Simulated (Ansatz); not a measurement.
# Cl- + HH (H2Cl−): an exchange reaction of three atoms

A grid of calculations on Cl- + HH (the system Cl + H₂), charge −1, to see where the energy is lowest and how it rises around there.

Computed with Ansatz 0.2.0. Level: RKS CAM-B3LYP-D4/aug-cc-pVTZ.

## 1. Reference: Cl− by itself

File input.yaml:

```yaml
crystal:
  periodic: [false, false, false]
  atoms:
    - { symbol: Cl, position_ang: [0.0, 0.0, 0.0] }
total_charge: -1
basis:
  gaussian: { orbitals: aug-cc-pVTZ }
hamiltonian:
  xc: { name: CAM-B3LYP }
```

Started as:

```bash
$ ansatz run input.yaml --threads 1 --pin off --max-ram 2560MiB --backend cpu --events-out ev --progress --plain --runs-dir out
```

What it wrote:

```text
Warning: RAYON_NUM_THREADS=1 ignored (pool sized by the plan → 1); use --threads N
Engine: ansatz 0.2.0, aarch64-unknown-linux-gnu
Functional definition: CAM-B3LYP
  parameter alpha = 0.19
  parameter beta = 0.46
  parameter omega = 0.33/bohr
  parameter ac = 0.81
  exchange = (1 - alpha - beta)*b88_x + beta*b88_x_sr(omega) + alpha*exact_x + beta*exact_x_lr(omega)
  correlation = (1 - ac)*vwn5_c + ac*lyp_c
362 factors; their error is unknown
72 factors; integrals over basis functions are off by at most 1.2e-4 eV
mean field evaluation 1: about -12524.3109 eV, gradient 2.4e1 eV
mean field evaluation 2: about -12524.6537 eV, gradient 2.2e1 eV
mean field evaluation 4: about -12525.6295 eV, gradient 5.7e-2 eV
mean field evaluation 8: about -12525.6396 eV, gradient 5.3e-5 eV
mean field -12525.63955320 eV, -460.3087633966 hartree, gradient 5.9e-5 eV, S^2 0.000000; 0 other end points of the search recorded, 0 dependent functions left out
reference -12525.63962210 eV, -460.3087659289 hartree; 9, 9 occupied and 41, 41 virtual orbitals, 362 factors
Total energy: -12525.63962210 eV, -460.3087659289 hartree
```

Wall time 0.29 s (1 thread of Arm Neoverse V2, shared host); peak memory 0.074 GiB.

## 2. Reference: H₂ by itself

File input.yaml:

```yaml
crystal:
  periodic: [false, false, false]
  atoms:
    - { symbol: H, position_ang: [0.0, 0.0, 0.0] }
    - { symbol: H, position_ang: [0.74, 0.0, 0.0] }
basis:
  gaussian: { orbitals: aug-cc-pVTZ }
hamiltonian:
  xc: { name: CAM-B3LYP }
  dispersion: d4
output:
  forces: true
relax:
  f_tol: 0.003
  max_steps: 120
```

Started as:

```bash
$ ansatz run input.yaml --threads 1 --pin off --max-ram 2560MiB --backend cpu --events-out ev --progress --plain --runs-dir out
```

What it wrote, shortened:

```text
Warning: RAYON_NUM_THREADS=1 ignored (pool sized by the plan → 1); use --threads N
[...]
[... 1 set-up line as earlier in the session ...]
[...]
128 factors; their error is unknown
104 factors; integrals over basis functions are off by at most 2.8e-6 eV
[...]
mean field -31.88050014 eV, -1.1715867706 hartree, gradient 4.6e-5 eV, S^2 0.000000; 0 other end points of the search recorded, 0 dependent functions left out
[...]
reference -31.88056994 eV, -1.1715893358 hartree; 1, 1 occupied and 45, 45 virtual orbitals, 128 factors
relax step   1: F+E_penalty+E_count = -31.88201182 eV  Δ(F+E_penalty+E_count) = +0.000e0 eV  max|allowed force component| = 1.988e-1 eV/Å  Δτ_max = 0.0000 Å  (22 SCF iters, accepted)
[...]
relax step   2: F+E_penalty+E_count = -31.88254734 eV  Δ(F+E_penalty+E_count) = -5.355e-4 eV  max|allowed force component| = 8.740e-3 eV/Å  Δτ_max = 0.0026 Å  (23 SCF iters, accepted)
[...]
relax step   3: F+E_penalty+E_count = -31.88254840 eV  Δ(F+E_penalty+E_count) = -1.060e-6 eV  max|allowed force component| = 3.076e-5 eV/Å  Δτ_max = 0.0001 Å  (16 SCF iters, accepted)
128 factors; their error is unknown
104 factors; integrals over basis functions are off by at most 2.9e-6 eV
[...]
mean field -31.88103522 eV, -1.1716064347 hartree, gradient 2.8e-5 eV, S^2 0.000000; 1 other end points of the search recorded, 0 dependent functions left out
[...]
reference -31.88110525 eV, -1.1716090083 hartree; 1, 1 occupied and 45, 45 virtual orbitals, 128 factors
Total energy: -31.88261843 eV, -1.1716646164 hartree
Atom 0 at    -0.002714    -0.000000    -0.000000 Å, force    -0.000031    -0.000000     0.000000 eV/Å
Atom 1 at     0.742714     0.000000     0.000000 Å, force     0.000031     0.000000    -0.000000 eV/Å
Dipole moment:    -0.000000     0.000000    -0.000000 e Å
```

It took 0.64 s on 1 thread of Arm Neoverse V2, shared host; peak memory 0.069 GiB.

Energy and force along the way:

| step | energy from step 1 (eV) | largest force component (eV/Å) |
| --- | --- | --- |
| 1 | 0.0000 | 0.1988 |
| 2 | -0.0005 | 0.0087 |
| 3 | -0.0005 | 0.0000 |

The bond:

| bond | before (Å) | after (Å) | change (Å) |
| --- | --- | --- | --- |
| H1–H2 | 0.740 | 0.745 | +0.005 |

## 3. Plan of the scan

The axes are (1) distance Cl1–H2: 17 values from 1.064 to 3.464 Å; (2) distance H2–H3: 17 values from 0.592 to 2.992 Å.

Nothing else is relaxed (the angle Cl1–H2–H3 is fixed at 140 degrees). Energies count from Cl with charge -1 far from the relaxed H2 (each part in its own basis).

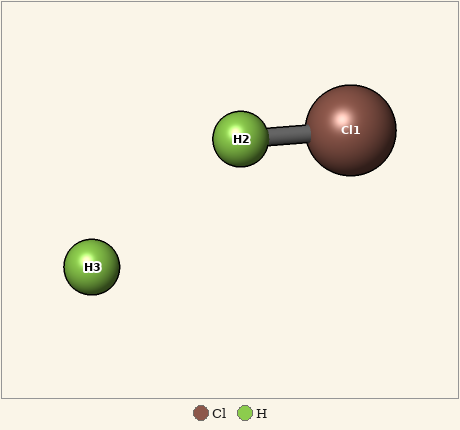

The geometry at distance Cl1–H2 = 1.225 Å, distance H2–H3 = 2.067 Å.

Below, 3 of the grid's runs; all are launched alike.

## 4. Point distance Cl1–H2 = 2.896 Å, distance H2–H3 = 0.753 Å

File input.yaml:

```yaml
crystal:
  periodic: [false, false, false]
  atoms:
    - { symbol: Cl, position_ang: [-2.896, 0.0, 0.0] }
    - { symbol: H, position_ang: [0.0, 0.0, 0.0] }
    - { symbol: H, position_ang: [0.576831, 0.484019, 0.0] }
total_charge: -1
basis:
  gaussian: { orbitals: aug-cc-pVTZ }
hamiltonian:
  xc: { name: CAM-B3LYP }
  dispersion: d4
output:
  forces: true
```

Started as:

```bash
$ ansatz run input.yaml --threads 1 --pin off --max-ram 2560MiB --backend cpu --events-out ev --progress --plain --runs-dir out
```

What it wrote, shortened:

```text
Warning: RAYON_NUM_THREADS=1 ignored (pool sized by the plan → 1); use --threads N
[...]
[... 1 set-up line as earlier in the session ...]
[...]
490 factors; their error is unknown
150 factors; integrals over basis functions are off by at most 2.4e-4 eV
[...]
mean field -12557.58181947 eV, -461.4826200310 hartree, gradient 7.0e-5 eV, S^2 0.000000; 0 other end points of the search recorded, 0 dependent functions left out
[...]
reference -12557.58192496 eV, -461.4826239076 hartree; 10, 10 occupied and 86, 86 virtual orbitals, 490 factors
Total energy: -12557.59951985 eV, -461.4832705077 hartree
Atom 0 at    -2.896000     0.000000     0.000000 Å, force     0.008721    -0.034793     0.000000 eV/Å
Atom 1 at     0.000000     0.000000     0.000000 Å, force    -0.060328     0.166170     0.000000 eV/Å
Atom 2 at     0.576831     0.484019     0.000000 Å, force     0.051607    -0.131377    -0.000000 eV/Å
Dipole moment:     0.231027     0.014692    -0.000000 e Å
```

It took 1.2 s on 1 thread of Arm Neoverse V2, shared host; peak memory 0.12 GiB.

Energy on the map's scale: −7 kJ/mol.

## 5. Grid point distance Cl1–H2 = 1.225 Å, distance H2–H3 = 2.067 Å

File input.yaml:

```yaml
crystal:
  periodic: [false, false, false]
  atoms:
    - { symbol: Cl, position_ang: [-1.225, 0.0, 0.0] }
    - { symbol: H, position_ang: [0.0, 0.0, 0.0] }
    - { symbol: H, position_ang: [1.583414, 1.328642, 0.0] }
total_charge: -1
basis:
  gaussian: { orbitals: aug-cc-pVTZ }
hamiltonian:
  xc: { name: CAM-B3LYP }
  dispersion: d4
output:
  forces: true
```

Started as:

```bash
$ ansatz run input.yaml --threads 1 --pin off --max-ram 2560MiB --backend cpu --events-out ev --progress --plain --runs-dir out
```

What it wrote, shortened:

```text
Warning: RAYON_NUM_THREADS=1 ignored (pool sized by the plan → 1); use --threads N
[...]
[... 1 set-up line as earlier in the session ...]
[...]
490 factors; their error is unknown
150 factors; integrals over basis functions are off by at most 2.1e-4 eV
[...]
mean field -12555.08107122 eV, -461.3907192278 hartree, gradient 3.4e-5 eV, S^2 0.000000; 0 other end points of the search recorded, 0 dependent functions left out
[...]
reference -12555.08116275 eV, -461.3907225916 hartree; 10, 10 occupied and 86, 86 virtual orbitals, 490 factors
Total energy: -12555.12067493 eV, -461.3921746371 hartree
Atom 0 at    -1.225000     0.000000     0.000000 Å, force    -3.350072    -0.368263     0.000000 eV/Å
Atom 1 at     0.000000     0.000000     0.000000 Å, force     3.412204     0.705304    -0.000000 eV/Å
Atom 2 at     1.583414     1.328642     0.000000 Å, force    -0.062132    -0.337041    -0.000000 eV/Å
Dipole moment:    -2.055348    -1.025276    -0.000000 e Å
```

It took 1.1 s on 1 thread of Arm Neoverse V2, shared host; peak memory 0.12 GiB.

Energy on the map's scale: 232 kJ/mol.

## 6. Point distance Cl1–H2 = 1.336 Å, distance H2–H3 = 2.067 Å

input.yaml, as its differences from that of step 5:

```diff
@@ -3,3 +3,3 @@
   atoms:
-    - { symbol: Cl, position_ang: [-1.225, 0.0, 0.0] }
+    - { symbol: Cl, position_ang: [-1.336, 0.0, 0.0] }
     - { symbol: H, position_ang: [0.0, 0.0, 0.0] }
```

Started as:

```bash
$ ansatz run input.yaml --threads 1 --pin off --max-ram 2560MiB --backend cpu --events-out ev --progress --plain --runs-dir out
```

What it wrote, shortened:

```text
Warning: RAYON_NUM_THREADS=1 ignored (pool sized by the plan → 1); use --threads N
[...]
[... 1 set-up line as earlier in the session ...]
[...]
490 factors; their error is unknown
150 factors; integrals over basis functions are off by at most 2.1e-4 eV
[...]
mean field -12555.25092424 eV, -461.3969612111 hartree, gradient 7.7e-5 eV, S^2 0.000000; 0 other end points of the search recorded, 0 dependent functions left out
[...]
reference -12555.25101901 eV, -461.3969646938 hartree; 10, 10 occupied and 86, 86 virtual orbitals, 490 factors
Total energy: -12555.28951699 eV, -461.3983794685 hartree
Atom 0 at    -1.336000     0.000000     0.000000 Å, force    -0.056153    -0.360346     0.000000 eV/Å
Atom 1 at     0.000000     0.000000     0.000000 Å, force     0.270356     0.844128     0.000000 eV/Å
Atom 2 at     1.583414     1.328642     0.000000 Å, force    -0.214204    -0.483782    -0.000000 eV/Å
Dipole moment:    -2.008462    -0.969297    -0.000000 e Å
```

It took 1.1 s on 1 thread of Arm Neoverse V2, shared host; peak memory 0.12 GiB.

On the map this point reads 215 kJ/mol.

## 7. Energy over the grid

289 points were computed. Energies in kJ/mol, from Cl with charge -1 far from the relaxed H2 (each part in its own basis); the table lists every other line.

```
distance H2–H3 (Å) ↓, distance Cl1–H2 (Å) →  1.064  1.225  1.460  1.735  2.039  2.367  2.715  3.082  3.464
                                      2.992    367    256    274    362    451    519    568    601    624
                                      2.610    360    246    258    338    419    481    526    557    577
                                      2.243    355    236    238    305    375    429    468    495    513
                                      1.895    354    228    214    261    315    358    390    411    425
                                      1.567    367    225    185    205    237    266    287    302    312
                                      1.263    406    237    156    139    144    155    166    174    180
                                      0.988    490    279    142     78     53     47     48     52     55
                                      0.753    648    385    182     70     17     −2     −7     −7     −6
                                      0.592    868    563    310    162     92     64     55     53     54
```

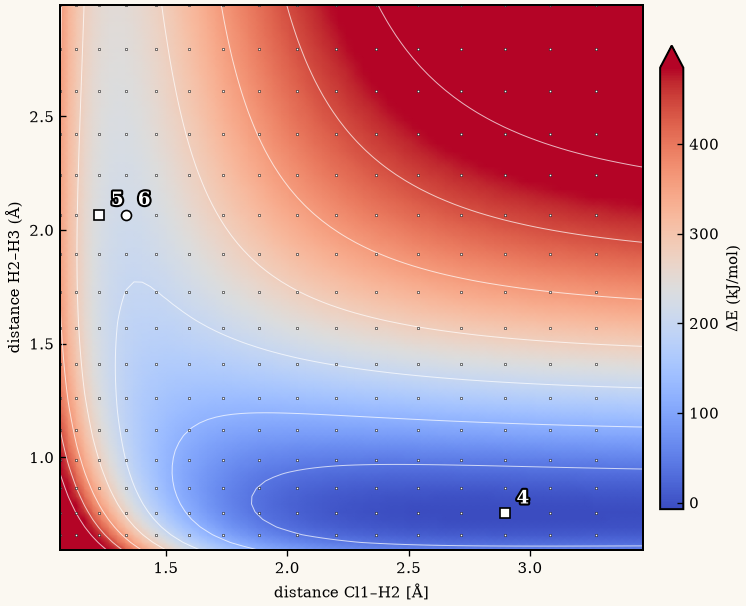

The map; numbers mark the steps of this session that print a point's run. In the figure: a smooth colour map, dots at the grid points, one colour for all values above the top of the scale.

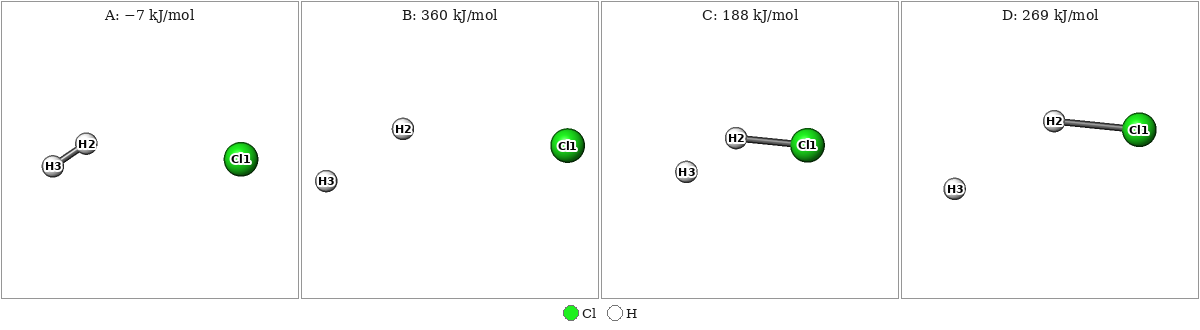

Structures on the grid, at one scale: A at distance Cl1–H2 = 2.896 Å, distance H2–H3 = 0.753 Å; B at distance Cl1–H2 = 3.082 Å, distance H2–H3 = 1.728 Å; C at distance Cl1–H2 = 1.336 Å, distance H2–H3 = 1.121 Å; D at distance Cl1–H2 = 1.593 Å, distance H2–H3 = 2.243 Å.

On the same grid, largest force on an atom (eV/Å):

```csv
"distance H2–H3 (Å) ↓, distance Cl1–H2 (Å) →",1.064,1.225,1.460,1.735,2.039,2.367,2.715,3.082,3.464
2.992,13.4,2.7,2.8,3.4,2.6,1.8,1.2,1.0,1.0
2.610,13.5,2.9,2.5,3.1,2.4,1.6,1.4,1.4,1.5
2.243,13.7,3.3,2.0,2.6,2.1,1.8,2.0,2.1,2.2
1.895,14.1,3.8,1.4,2.0,2.1,2.5,2.8,3.0,3.1
1.567,15.0,4.8,1.6,2.1,2.9,3.4,3.7,3.9,4.1
1.263,16.7,6.7,2.6,3.0,3.5,4.1,4.5,4.7,4.8
0.988,19.4,9.4,3.9,3.3,3.6,3.8,4.0,4.2,4.3
0.753,22.7,12.7,6.2,2.8,1.1,0.4,0.2,0.2,0.2
0.592,25.3,17.4,13.9,11.5,10.4,9.8,9.6,9.5,9.5
```

## 8. Outcome

| quantity | value |
| --- | --- |
| lowest point | distance Cl1–H2 = 2.896 Å, distance H2–H3 = 0.753 Å, −7 kJ/mol |
| highest computed point | distance Cl1–H2 = 1.064 Å, distance H2–H3 = 0.592 Å, 876 kJ/mol above the lowest |
| largest force on an atom (eV/Å) | 0.2 at distance Cl1–H2 = 3.082 Å, distance H2–H3 = 0.753 Å to 25.3 at distance Cl1–H2 = 1.064 Å, distance H2–H3 = 0.592 Å; 0.2 at the lowest point |
| time for the whole task | 5.7 min on 1 thread, shared host |

In words: The lowest computed point is at distance Cl1–H2 = 2.896 Å, distance H2–H3 = 0.753 Å, −7 kJ/mol from Cl with charge -1 far from the relaxed H2 (each part in its own basis). The highest computed point, distance Cl1–H2 = 1.064 Å, distance H2–H3 = 0.592 Å, lies 876 kJ/mol above the lowest. The reference is spin-restricted, so regions with a bond pulled apart lie too high.
